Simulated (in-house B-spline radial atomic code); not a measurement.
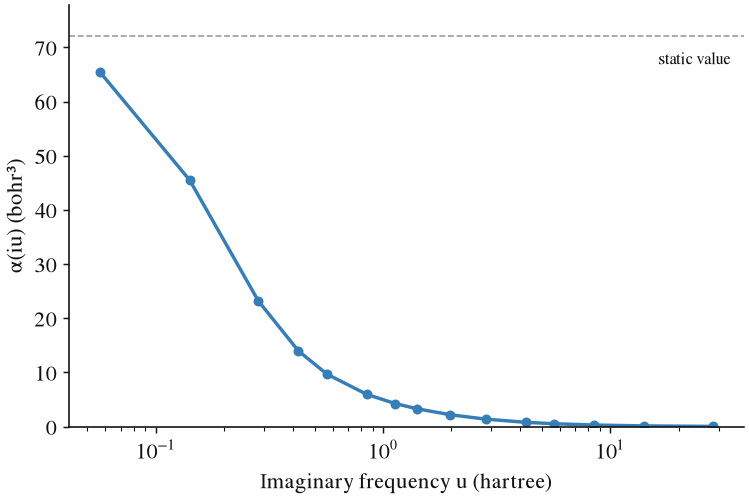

Dipole polarisability at imaginary frequency of Lu⁺ (lutetium, Z = 71), [Xe] 4f¹⁴ 6s². Relativistic RPA on Dirac–Hartree–Fock, no-pair Dirac–Coulomb, finite nucleus, computed with a B-spline radial code.

Question: Describe the response.

Answer: The static dipole polarisability is 72.0 bohr³; α(iu) falls to half of it near u = 0.19 hartree. The Casimir–Polder integral gives C₆ = 765 hartree bohr⁶ for two such species.

Known limits: RPA puts the weak triplet-like excitations of an outer s2 shell too low.
